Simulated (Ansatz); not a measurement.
## C₂H₈OSi₂: molecular dynamics (part 1 of 3)

The run: molecular dynamics of C₂H₈OSi₂. Method and program: RKS PBE-D4/def2-SVP (Ansatz 0.2.0).

It belongs to a series of runs on one base structure; here: dynamics from the highest image of the converged band. Figures and captions count atoms from 1; the log counts them from 0 in places.

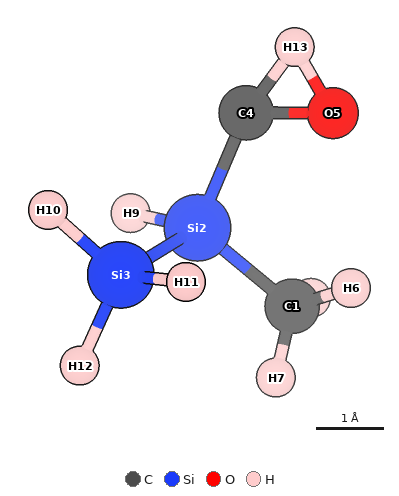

Figure 1. The starting structure (ball-and-stick view, seen at a tilt; atoms are numbered from 1 in the order of the input).

### Key numbers

```json
{"quantity": "outcome", "value": "finished"}
{"quantity": "mean temperature over the second half", "value": "474 K"}
{"quantity": "trajectory", "value": "200 steps, 100 fs"}
{"quantity": "ensemble", "value": "nve"}
{"quantity": "temperature in the input", "value": "300.0 K"}
{"quantity": "time step", "value": "0.5 fs"}
{"quantity": "potential energy (last step)", "value": "−19981.7059 eV"}
{"quantity": "mean-field energy (last step)", "value": "−19981.4137 eV"}
{"quantity": "largest force (length of the vector) (last step)", "value": "4.504 eV/Å"}
{"quantity": "hardware", "value": "2 threads of Intel Xeon @ 2.90GHz (Ice Lake), 64 GiB of memory available, shared host"}
{"quantity": "wall time", "value": "5.9 min (CPU time 11 min)"}
{"quantity": "peak memory", "value": "0.17 GiB"}
```

So short a trajectory is not equilibrated.

### Input
```yaml
crystal:
  periodic: [false, false, false]
  atoms:
    - { symbol: C, position_ang: [-1.655841, 0.210063, 0.738042] }
    - { symbol: Si, position_ang: [0.232295, 0.332964, 0.619674] }
    - { symbol: Si, position_ang: [1.206791, -1.649285, -0.215343] }
    - { symbol: C, position_ang: [0.714358, 1.647196, -0.722805] }
    - { symbol: O, position_ang: [-0.250925, 1.956035, -1.597293] }
    - { symbol: H, position_ang: [-2.070429, 0.42575, -0.269618] }
    - { symbol: H, position_ang: [-2.006459, -0.790171, 1.059483] }
    - { symbol: H, position_ang: [-2.054703, 0.966959, 1.442528] }
    - { symbol: H, position_ang: [0.90435, 0.697674, 1.91708] }
    - { symbol: H, position_ang: [2.699439, -1.512642, -0.34395] }
    - { symbol: H, position_ang: [0.626835, -1.959014, -1.570742] }
    - { symbol: H, position_ang: [0.900979, -2.802158, 0.706285] }
    - { symbol: H, position_ang: [0.77361, 2.442133, -1.748441] }
basis:
  gaussian: { orbitals: def2-SVP }
hamiltonian:
  xc: pbe
  dispersion: d4
md:
  timestep: 0.5
  n_steps: 200
  ensemble: nve
  temperature: 300.0
  initial_velocities: maxwell_boltzmann
  seed: 8991
```

Launched with:
```bash
ansatz run input.yaml --threads 2 --pin off --max-ram 3072MiB --backend cpu --events-out ev --progress --plain --runs-dir out
```

### Output
```
Engine: ansatz 0.2.0, x86_64-unknown-linux-gnu
Functional definition: PBE
  parameter kappa = 0.804
  parameter beta = 0.06672455060314922
  exchange = pbe_x(kappa = kappa, mu = beta*pi^2/3)
  correlation = pbe_c(beta = beta)
1315 factors; their error is unknown
mean field evaluation 1: about -19972.4511 eV, gradient 6.0e1 eV
mean field evaluation 2: about -19953.2431 eV, gradient 1.0e2 eV
mean field evaluation 4: about -19980.9013 eV, gradient 9.8e0 eV
mean field evaluation 8: about -19981.1454 eV, gradient 3.6e-1 eV
mean field evaluation 16: about -19981.0541 eV, gradient 2.7e-4 eV
mean field -19981.05407931 eV, -734.2901937698 hartree, gradient 1.6e-5 eV, S^2 0.000000; 0 other end points of the search recorded, 0 dependent functions left out
the calculation of the forces begins
reference -19981.05411940 eV, -734.2901952431 hartree; 28, 28 occupied and 90, 90 virtual orbitals, 1315 factors
md step     0: t =     0.00 fs  T =   300.0 K  F+E_penalty+E_count = -19981.34213348 eV  E_kin = 0.426558 eV  conserved = -19980.91557548 eV  (30 SCF iters)
these checks for a lower state are left out or cut short: starts, cluster_reference, orbital_swaps, neighbouring_geometries, increment
1315 factors; their error is unknown
mean field -19981.04980875 eV, -734.2900368296 hartree, gradient 1.7e-5 eV, S^2 0.000000; 0 other end points of the search recorded, 0 dependent functions left out
the calculation of the forces begins
reference -19981.04984887 eV, -734.2900383038 hartree; 28, 28 occupied and 90, 90 virtual orbitals, 1315 factors
md step     1: t =     0.50 fs  T =   297.1 K  F+E_penalty+E_count = -19981.33797037 eV  E_kin = 0.422469 eV  conserved = -19980.91550174 eV  (31 SCF iters, 3 dispersion substeps)
[... from here on the SCF iterations and repeated set-up lines of each step are left out, up to the last step ...]
md step     2: t =     1.00 fs  T =   289.1 K  F+E_penalty+E_count = -19981.32638733 eV  E_kin = 0.411050 eV  conserved = -19980.91533686 eV  (31 SCF iters, 3 dispersion substeps)
md step     3: t =     1.50 fs  T =   277.7 K  F+E_penalty+E_count = -19981.30993439 eV  E_kin = 0.394821 eV  conserved = -19980.91511370 eV  (31 SCF iters, 3 dispersion substeps)
md step     4: t =     2.00 fs  T =   265.3 K  F+E_penalty+E_count = -19981.29210978 eV  E_kin = 0.377241 eV  conserved = -19980.91486879 eV  (32 SCF iters, 3 dispersion substeps)
md step     5: t =     2.50 fs  T =   254.7 K  F+E_penalty+E_count = -19981.27679062 eV  E_kin = 0.362154 eV  conserved = -19980.91463671 eV  (31 SCF iters, 3 dispersion substeps)
md step     6: t =     3.00 fs  T =   248.4 K  F+E_penalty+E_count = -19981.26769269 eV  E_kin = 0.353248 eV  conserved = -19980.91444461 eV  (31 SCF iters, 3 dispersion substeps)
md step     7: t =     3.50 fs  T =   248.7 K  F+E_penalty+E_count = -19981.26793586 eV  E_kin = 0.353624 eV  conserved = -19980.91431232 eV  (31 SCF iters, 3 dispersion substeps)
md step     8: t =     4.00 fs  T =   257.1 K  F+E_penalty+E_count = -19981.27974139 eV  E_kin = 0.365490 eV  conserved = -19980.91425163 eV  (31 SCF iters, 3 dispersion substeps)
md step     9: t =     4.50 fs  T =   274.3 K  F+E_penalty+E_count = -19981.30425905 eV  E_kin = 0.389989 eV  conserved = -19980.91426993 eV  (31 SCF iters, 3 dispersion substeps)
md step    10: t =     5.00 fs  T =   300.4 K  F+E_penalty+E_count = -19981.34148992 eV  E_kin = 0.427119 eV  conserved = -19980.91437060 eV  (31 SCF iters, 3 dispersion substeps)
md step    11: t =     5.50 fs  T =   334.6 K  F+E_penalty+E_count = -19981.39029544 eV  E_kin = 0.475746 eV  conserved = -19980.91454921 eV  (31 SCF iters, 3 dispersion substeps)
md step    12: t =     6.00 fs  T =   375.4 K  F+E_penalty+E_count = -19981.44853476 eV  E_kin = 0.533752 eV  conserved = -19980.91478229 eV  (31 SCF iters, 3 dispersion substeps)
md step    13: t =     6.50 fs  T =   420.9 K  F+E_penalty+E_count = -19981.51343918 eV  E_kin = 0.598418 eV  conserved = -19980.91502090 eV  (31 SCF iters, 3 dispersion substeps)
md step    14: t =     7.00 fs  T =   469.1 K  F+E_penalty+E_count = -19981.58227342 eV  E_kin = 0.667065 eV  conserved = -19980.91520859 eV  (30 SCF iters, 3 dispersion substeps)
md step    15: t =     7.50 fs  T =   518.8 K  F+E_penalty+E_count = -19981.65299647 eV  E_kin = 0.737654 eV  conserved = -19980.91534221 eV  (30 SCF iters, 3 dispersion substeps)
md step    16: t =     8.00 fs  T =   568.7 K  F+E_penalty+E_count = -19981.72412665 eV  E_kin = 0.808603 eV  conserved = -19980.91552341 eV  (31 SCF iters, 3 dispersion substeps)
md step    17: t =     8.50 fs  T =   617.0 K  F+E_penalty+E_count = -19981.79322342 eV  E_kin = 0.877317 eV  conserved = -19980.91590664 eV  (30 SCF iters, 3 dispersion substeps)
md step    18: t =     9.00 fs  T =   660.0 K  F+E_penalty+E_count = -19981.85492052 eV  E_kin = 0.938401 eV  conserved = -19980.91651968 eV  (30 SCF iters, 3 dispersion substeps)
md step    19: t =     9.50 fs  T =   691.9 K  F+E_penalty+E_count = -19981.90089840 eV  E_kin = 0.983741 eV  conserved = -19980.91715738 eV  (42 SCF iters, 3 dispersion substeps)
md step    20: t =    10.00 fs  T =   707.1 K  F+E_penalty+E_count = -19981.92292920 eV  E_kin = 1.005406 eV  conserved = -19980.91752306 eV  (31 SCF iters, 3 dispersion substeps)
md step    21: t =    10.50 fs  T =   703.0 K  F+E_penalty+E_count = -19981.91698200 eV  E_kin = 0.999520 eV  conserved = -19980.91746167 eV  (30 SCF iters, 3 dispersion substeps)
md step    22: t =    11.00 fs  T =   681.0 K  F+E_penalty+E_count = -19981.88526338 eV  E_kin = 0.968218 eV  conserved = -19980.91704506 eV  (30 SCF iters, 3 dispersion substeps)
md step    23: t =    11.50 fs  T =   646.1 K  F+E_penalty+E_count = -19981.83506994 eV  E_kin = 0.918595 eV  conserved = -19980.91647468 eV  (30 SCF iters, 3 dispersion substeps)
md step    24: t =    12.00 fs  T =   604.7 K  F+E_penalty+E_count = -19981.77578499 eV  E_kin = 0.859839 eV  conserved = -19980.91594582 eV  (30 SCF iters, 3 dispersion substeps)
md step    25: t =    12.50 fs  T =   562.9 K  F+E_penalty+E_count = -19981.71596509 eV  E_kin = 0.800395 eV  conserved = -19980.91557031 eV  (30 SCF iters, 3 dispersion substeps)
md step    26: t =    13.00 fs  T =   524.8 K  F+E_penalty+E_count = -19981.66163540 eV  E_kin = 0.746261 eV  conserved = -19980.91537457 eV  (31 SCF iters, 3 dispersion substeps)
md step    27: t =    13.50 fs  T =   492.7 K  F+E_penalty+E_count = -19981.61588889 eV  E_kin = 0.700563 eV  conserved = -19980.91532597 eV  (30 SCF iters, 3 dispersion substeps)
md step    28: t =    14.00 fs  T =   467.0 K  F+E_penalty+E_count = -19981.57938142 eV  E_kin = 0.664012 eV  conserved = -19980.91536956 eV  (31 SCF iters, 3 dispersion substeps)
md step    29: t =    14.50 fs  T =   447.1 K  F+E_penalty+E_count = -19981.55118364 eV  E_kin = 0.635727 eV  conserved = -19980.91545621 eV  (32 SCF iters, 3 dispersion substeps)
md step    30: t =    15.00 fs  T =   431.8 K  F+E_penalty+E_count = -19981.52954448 eV  E_kin = 0.613982 eV  conserved = -19980.91556262 eV  (32 SCF iters, 3 dispersion substeps)
md step    31: t =    15.50 fs  T =   419.6 K  F+E_penalty+E_count = -19981.51226676 eV  E_kin = 0.596565 eV  conserved = -19980.91570195 eV  (32 SCF iters, 3 dispersion substeps)
md step    32: t =    16.00 fs  T =   408.4 K  F+E_penalty+E_count = -19981.49657275 eV  E_kin = 0.580657 eV  conserved = -19980.91591580 eV  (31 SCF iters, 3 dispersion substeps)
md step    33: t =    16.50 fs  T =   395.5 K  F+E_penalty+E_count = -19981.47861296 eV  E_kin = 0.562380 eV  conserved = -19980.91623284 eV  (32 SCF iters, 3 dispersion substeps)
md step    34: t =    17.00 fs  T =   377.4 K  F+E_penalty+E_count = -19981.45323170 eV  E_kin = 0.536633 eV  conserved = -19980.91659882 eV  (31 SCF iters, 3 dispersion substeps)
md step    35: t =    17.50 fs  T =   350.5 K  F+E_penalty+E_count = -19981.41508630 eV  E_kin = 0.498295 eV  conserved = -19980.91679118 eV  (31 SCF iters, 3 dispersion substeps)
md step    36: t =    18.00 fs  T =   313.5 K  F+E_penalty+E_count = -19981.36220022 eV  E_kin = 0.445754 eV  conserved = -19980.91644576 eV  (32 SCF iters, 3 dispersion substeps)
md step    37: t =    18.50 fs  T =   271.4 K  F+E_penalty+E_count = -19981.30124464 eV  E_kin = 0.385904 eV  conserved = -19980.91534100 eV  (32 SCF iters, 3 dispersion substeps)
md step    38: t =    19.00 fs  T =   236.5 K  F+E_penalty+E_count = -19981.25013438 eV  E_kin = 0.336279 eV  conserved = -19980.91385532 eV  (30 SCF iters, 3 dispersion substeps)
md step    39: t =    19.50 fs  T =   224.2 K  F+E_penalty+E_count = -19981.23171155 eV  E_kin = 0.318735 eV  conserved = -19980.91297641 eV  (32 SCF iters, 3 dispersion substeps)
md step    40: t =    20.00 fs  T =   243.2 K  F+E_penalty+E_count = -19981.25919312 eV  E_kin = 0.345776 eV  conserved = -19980.91341681 eV  (31 SCF iters, 3 dispersion substeps)
md step    41: t =    20.50 fs  T =   289.2 K  F+E_penalty+E_count = -19981.32601863 eV  E_kin = 0.411231 eV  conserved = -19980.91478778 eV  (31 SCF iters, 3 dispersion substeps)
md step    42: t =    21.00 fs  T =   348.3 K  F+E_penalty+E_count = -19981.41128281 eV  E_kin = 0.495219 eV  conserved = -19980.91606416 eV  (30 SCF iters, 3 dispersion substeps)
md step    43: t =    21.50 fs  T =   406.4 K  F+E_penalty+E_count = -19981.49453170 eV  E_kin = 0.577897 eV  conserved = -19980.91663519 eV  (31 SCF iters, 3 dispersion substeps)
md step    44: t =    22.00 fs  T =   456.3 K  F+E_penalty+E_count = -19981.56533510 eV  E_kin = 0.648742 eV  conserved = -19980.91659271 eV  (31 SCF iters, 3 dispersion substeps)
md step    45: t =    22.50 fs  T =   496.9 K  F+E_penalty+E_count = -19981.62280446 eV  E_kin = 0.706489 eV  conserved = -19980.91631529 eV  (31 SCF iters, 3 dispersion substeps)
md step    46: t =    23.00 fs  T =   530.5 K  F+E_penalty+E_count = -19981.67037735 eV  E_kin = 0.754300 eV  conserved = -19980.91607726 eV  (31 SCF iters, 3 dispersion substeps)
md step    47: t =    23.50 fs  T =   559.6 K  F+E_penalty+E_count = -19981.71160936 eV  E_kin = 0.795653 eV  conserved = -19980.91595677 eV  (32 SCF iters, 3 dispersion substeps)
md step    48: t =    24.00 fs  T =   585.7 K  F+E_penalty+E_count = -19981.74867643 eV  E_kin = 0.832758 eV  conserved = -19980.91591847 eV  (31 SCF iters, 3 dispersion substeps)
md step    49: t =    24.50 fs  T =   609.6 K  F+E_penalty+E_count = -19981.78265463 eV  E_kin = 0.866754 eV  conserved = -19980.91590111 eV  (30 SCF iters, 3 dispersion substeps)
md step    50: t =    25.00 fs  T =   631.9 K  F+E_penalty+E_count = -19981.81430610 eV  E_kin = 0.898443 eV  conserved = -19980.91586338 eV  (30 SCF iters, 3 dispersion substeps)
md step    51: t =    25.50 fs  T =   653.3 K  F+E_penalty+E_count = -19981.84463213 eV  E_kin = 0.928832 eV  conserved = -19980.91580052 eV  (31 SCF iters, 3 dispersion substeps)
md step    52: t =    26.00 fs  T =   674.6 K  F+E_penalty+E_count = -19981.87491077 eV  E_kin = 0.959165 eV  conserved = -19980.91574626 eV  (30 SCF iters, 3 dispersion substeps)
md step    53: t =    26.50 fs  T =   696.5 K  F+E_penalty+E_count = -19981.90616155 eV  E_kin = 0.990392 eV  conserved = -19980.91576937 eV  (30 SCF iters, 3 dispersion substeps)
md step    54: t =    27.00 fs  T =   718.9 K  F+E_penalty+E_count = -19981.93809824 eV  E_kin = 1.022142 eV  conserved = -19980.91595614 eV  (30 SCF iters, 3 dispersion substeps)
md step    55: t =    27.50 fs  T =   739.5 K  F+E_penalty+E_count = -19981.96783613 eV  E_kin = 1.051461 eV  conserved = -19980.91637539 eV  (30 SCF iters, 3 dispersion substeps)
md step    56: t =    28.00 fs  T =   753.9 K  F+E_penalty+E_count = -19981.98894897 eV  E_kin = 1.071944 eV  conserved = -19980.91700543 eV  (30 SCF iters, 3 dispersion substeps)
md step    57: t =    28.50 fs  T =   755.5 K  F+E_penalty+E_count = -19981.99191448 eV  E_kin = 1.074251 eV  conserved = -19980.91766360 eV  (30 SCF iters, 3 dispersion substeps)
md step    58: t =    29.00 fs  T =   737.8 K  F+E_penalty+E_count = -19981.96698075 eV  E_kin = 1.048984 eV  conserved = -19980.91799673 eV  (30 SCF iters, 3 dispersion substeps)
md step    59: t =    29.50 fs  T =   697.5 K  F+E_penalty+E_count = -19981.90944498 eV  E_kin = 0.991802 eV  conserved = -19980.91764302 eV  (30 SCF iters, 3 dispersion substeps)
md step    60: t =    30.00 fs  T =   638.8 K  F+E_penalty+E_count = -19981.82486278 eV  E_kin = 0.908299 eV  conserved = -19980.91656336 eV  (30 SCF iters, 3 dispersion substeps)
md step    61: t =    30.50 fs  T =   572.5 K  F+E_penalty+E_count = -19981.72935034 eV  E_kin = 0.814071 eV  conserved = -19980.91527946 eV  (30 SCF iters, 3 dispersion substeps)
md step    62: t =    31.00 fs  T =   511.5 K  F+E_penalty+E_count = -19981.64186182 eV  E_kin = 0.727294 eV  conserved = -19980.91456830 eV  (31 SCF iters, 3 dispersion substeps)
md step    63: t =    31.50 fs  T =   462.9 K  F+E_penalty+E_count = -19981.57299098 eV  E_kin = 0.658247 eV  conserved = -19980.91474403 eV  (30 SCF iters, 3 dispersion substeps)
md step    64: t =    32.00 fs  T =   425.4 K  F+E_penalty+E_count = -19981.52028908 eV  E_kin = 0.604899 eV  conserved = -19980.91539005 eV  (30 SCF iters, 3 dispersion substeps)
md step    65: t =    32.50 fs  T =   392.5 K  F+E_penalty+E_count = -19981.47394161 eV  E_kin = 0.558074 eV  conserved = -19980.91586728 eV  (30 SCF iters, 3 dispersion substeps)
md step    66: t =    33.00 fs  T =   358.8 K  F+E_penalty+E_count = -19981.42608028 eV  E_kin = 0.510212 eV  conserved = -19980.91586810 eV  (31 SCF iters, 3 dispersion substeps)
md step    67: t =    33.50 fs  T =   323.8 K  F+E_penalty+E_count = -19981.37580830 eV  E_kin = 0.460342 eV  conserved = -19980.91546629 eV  (31 SCF iters, 3 dispersion substeps)
md step    68: t =    34.00 fs  T =   291.0 K  F+E_penalty+E_count = -19981.32858288 eV  E_kin = 0.413693 eV  conserved = -19980.91489013 eV  (31 SCF iters, 3 dispersion substeps)
md step    69: t =    34.50 fs  T =   266.3 K  F+E_penalty+E_count = -19981.29294369 eV  E_kin = 0.378601 eV  conserved = -19980.91434250 eV  (30 SCF iters, 3 dispersion substeps)
md step    70: t =    35.00 fs  T =   255.6 K  F+E_penalty+E_count = -19981.27731390 eV  E_kin = 0.363362 eV  conserved = -19980.91395141 eV  (31 SCF iters, 3 dispersion substeps)
md step    71: t =    35.50 fs  T =   263.1 K  F+E_penalty+E_count = -19981.28783993 eV  E_kin = 0.374054 eV  conserved = -19980.91378632 eV  (31 SCF iters, 3 dispersion substeps)
md step    72: t =    36.00 fs  T =   290.7 K  F+E_penalty+E_count = -19981.32716623 eV  E_kin = 0.413284 eV  conserved = -19980.91388184 eV  (31 SCF iters, 3 dispersion substeps)
md step    73: t =    36.50 fs  T =   337.3 K  F+E_penalty+E_count = -19981.39380563 eV  E_kin = 0.479551 eV  conserved = -19980.91425471 eV  (31 SCF iters, 3 dispersion substeps)
md step    74: t =    37.00 fs  T =   398.8 K  F+E_penalty+E_count = -19981.48191215 eV  E_kin = 0.567023 eV  conserved = -19980.91488878 eV  (31 SCF iters, 3 dispersion substeps)
md step    75: t =    37.50 fs  T =   468.4 K  F+E_penalty+E_count = -19981.58163533 eV  E_kin = 0.665936 eV  conserved = -19980.91569921 eV  (30 SCF iters, 3 dispersion substeps)
md step    76: t =    38.00 fs  T =   537.4 K  F+E_penalty+E_count = -19981.68057429 eV  E_kin = 0.764089 eV  conserved = -19980.91648530 eV  (30 SCF iters, 3 dispersion substeps)
md step    77: t =    38.50 fs  T =   597.8 K  F+E_penalty+E_count = -19981.76691847 eV  E_kin = 0.849981 eV  conserved = -19980.91693784 eV  (30 SCF iters, 3 dispersion substeps)
md step    78: t =    39.00 fs  T =   645.1 K  F+E_penalty+E_count = -19981.83397312 eV  E_kin = 0.917175 eV  conserved = -19980.91679790 eV  (30 SCF iters, 3 dispersion substeps)
md step    79: t =    39.50 fs  T =   680.4 K  F+E_penalty+E_count = -19981.88361522 eV  E_kin = 0.967447 eV  conserved = -19980.91616827 eV  (30 SCF iters, 3 dispersion substeps)
md step    80: t =    40.00 fs  T =   709.6 K  F+E_penalty+E_count = -19981.92451311 eV  E_kin = 1.008884 eV  conserved = -19980.91562897 eV  (30 SCF iters, 3 dispersion substeps)
md step    81: t =    40.50 fs  T =   737.2 K  F+E_penalty+E_count = -19981.96397125 eV  E_kin = 1.048191 eV  conserved = -19980.91578060 eV  (30 SCF iters, 3 dispersion substeps)
md step    82: t =    41.00 fs  T =   761.9 K  F+E_penalty+E_count = -19981.99989960 eV  E_kin = 1.083328 eV  conserved = -19980.91657120 eV  (30 SCF iters, 3 dispersion substeps)
md step    83: t =    41.50 fs  T =   776.6 K  F+E_penalty+E_count = -19982.02160313 eV  E_kin = 1.104249 eV  conserved = -19980.91735405 eV  (30 SCF iters, 3 dispersion substeps)
md step    84: t =    42.00 fs  T =   774.3 K  F+E_penalty+E_count = -19982.01858145 eV  E_kin = 1.100997 eV  conserved = -19980.91758414 eV  (30 SCF iters, 3 dispersion substeps)
md step    85: t =    42.50 fs  T =   753.2 K  F+E_penalty+E_count = -19981.98811447 eV  E_kin = 1.070890 eV  conserved = -19980.91722447 eV  (30 SCF iters, 3 dispersion substeps)
md step    86: t =    43.00 fs  T =   716.9 K  F+E_penalty+E_count = -19981.93594592 eV  E_kin = 1.019374 eV  conserved = -19980.91657238 eV  (30 SCF iters, 3 dispersion substeps)
md step    87: t =    43.50 fs  T =   672.5 K  F+E_penalty+E_count = -19981.87214240 eV  E_kin = 0.956206 eV  conserved = -19980.91593639 eV  (30 SCF iters, 3 dispersion substeps)
md step    88: t =    44.00 fs  T =   626.7 K  F+E_penalty+E_count = -19981.80657713 eV  E_kin = 0.891092 eV  conserved = -19980.91548467 eV  (30 SCF iters, 3 dispersion substeps)
md step    89: t =    44.50 fs  T =   584.5 K  F+E_penalty+E_count = -19981.74636314 eV  E_kin = 0.831114 eV  conserved = -19980.91524876 eV  (31 SCF iters, 3 dispersion substeps)
md step    90: t =    45.00 fs  T =   548.7 K  F+E_penalty+E_count = -19981.69529430 eV  E_kin = 0.780108 eV  conserved = -19980.91518594 eV  (30 SCF iters, 3 dispersion substeps)
md step    91: t =    45.50 fs  T =   519.9 K  F+E_penalty+E_count = -19981.65443102 eV  E_kin = 0.739194 eV  conserved = -19980.91523689 eV  (30 SCF iters, 3 dispersion substeps)
md step    92: t =    46.00 fs  T =   497.7 K  F+E_penalty+E_count = -19981.62297329 eV  E_kin = 0.707612 eV  conserved = -19980.91536097 eV  (30 SCF iters, 3 dispersion substeps)
md step    93: t =    46.50 fs  T =   480.6 K  F+E_penalty+E_count = -19981.59886982 eV  E_kin = 0.683312 eV  conserved = -19980.91555799 eV  (30 SCF iters, 3 dispersion substeps)
md step    94: t =    47.00 fs  T =   466.3 K  F+E_penalty+E_count = -19981.57888444 eV  E_kin = 0.663022 eV  conserved = -19980.91586293 eV  (30 SCF iters, 3 dispersion substeps)
md step    95: t =    47.50 fs  T =   451.4 K  F+E_penalty+E_count = -19981.55815723 eV  E_kin = 0.641829 eV  conserved = -19980.91632872 eV  (30 SCF iters, 3 dispersion substeps)
md step    96: t =    48.00 fs  T =   430.9 K  F+E_penalty+E_count = -19981.52967072 eV  E_kin = 0.612724 eV  conserved = -19980.91694643 eV  (30 SCF iters, 3 dispersion substeps)
md step    97: t =    48.50 fs  T =   399.0 K  F+E_penalty+E_count = -19981.48482354 eV  E_kin = 0.567315 eV  conserved = -19980.91750805 eV  (30 SCF iters, 3 dispersion substeps)
```
